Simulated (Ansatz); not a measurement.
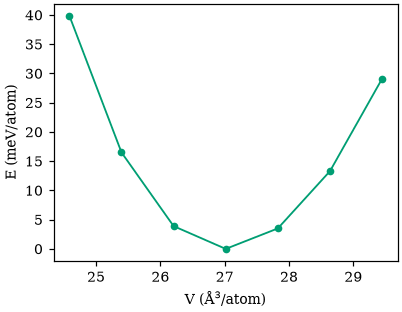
Figure: As (diamond, Fd-3m) under volume change, PBEsol (plane waves, PAW; program Ansatz), scaled uniformly.

**Question.** What does a third-order Birch–Murnaghan fit give for V₀, B₀ and B′?

**Answer.** V₀ = 27.01 Å³/atom, B₀ = 50.3 GPa, B′ = 4.2.

The start of the workflow was typed in or built on a structure type; neither database checked (COD, Materials Project) lists it. It is not the phase usual at ambient conditions (space group No. 166). The PBEsol relaxation kept the symmetry of its start. At this level the phase is mechanically unstable.

Potentials: the later of the program's two PAW sets.
